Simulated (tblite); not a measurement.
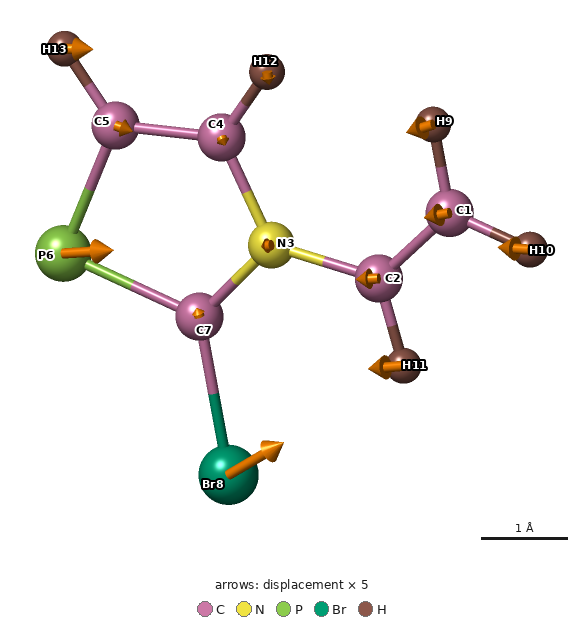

A relaxation of C$_{5}$H$_{5}$BrNP. The starting structure is drawn; orange arrows show the displacements, magnified 5 times. The two geometries are superimposed by the best rigid fit.

The picture is a ball-and-stick view, seen at a tilt.

Level of theory: GFN2-xTB geometry optimisation, gas phase in tblite 0.8.0. 

Describe the change and its energy.

The energy falls by 12.5 kcal/mol in 23 geometry steps. The largest move after the best rigid fit is that of Br8, 0.18 Å. Largest moves by element: Br 0.18 Å, P 0.14 Å, H 0.10 Å, C 0.07 Å, N 0.03 Å. Near-neighbour distances that change, for instance: P6–C7 1.856 → 1.723 Å, C5–P6 1.833 → 1.762 Å, C7–Br8 1.935 → 1.894 Å, N3–C7 1.405 → 1.368 Å. Among the angles between lasting bonds that change: P6–C7–Br8 117.0° → 123.5°, N3–C7–Br8 126.1° → 121.0°, P6–C5–H13 119.5° → 123.6°.
